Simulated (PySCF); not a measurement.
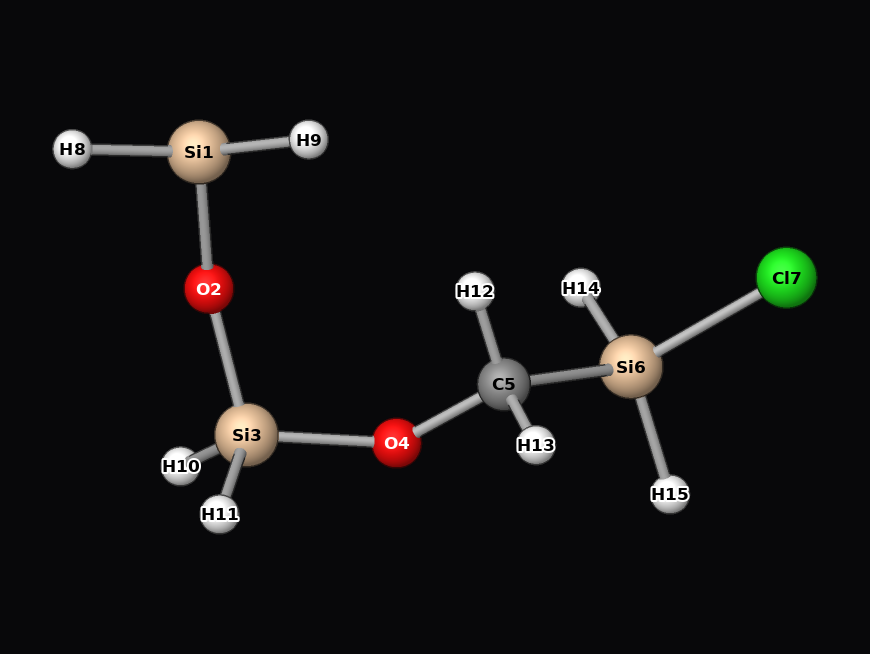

The questions are on Mulliken spin populations. The species is neutral and a spin doublet. Computed geometry: GFN2-xTB optimisation. No frequency run is at hand to confirm it as a minimum. Level of theory: UKS B3LYP, pcH-1 on C Cl H O Si, non-relativistic (PySCF 2.14.0).

Give the Mulliken spin populations atom by atom.

```csv
atom,value (e)
Si1,0.88
O2,0.05
Si3,0.00
O4,0.00
C5,0.00
Si6,0.00
Cl7,0.00
H8,0.04
H9,0.04
H10,0.00
H11,0.01
H12,0.00
H13,0.00
H14,0.00
H15,0.00
```

Mulliken values depend strongly on the basis set. The geometry is semi-empirical. Around Si such bond lengths and angles can be off by a tenth of an ångström or more and by several degrees, and values that hang on the shape move with them.
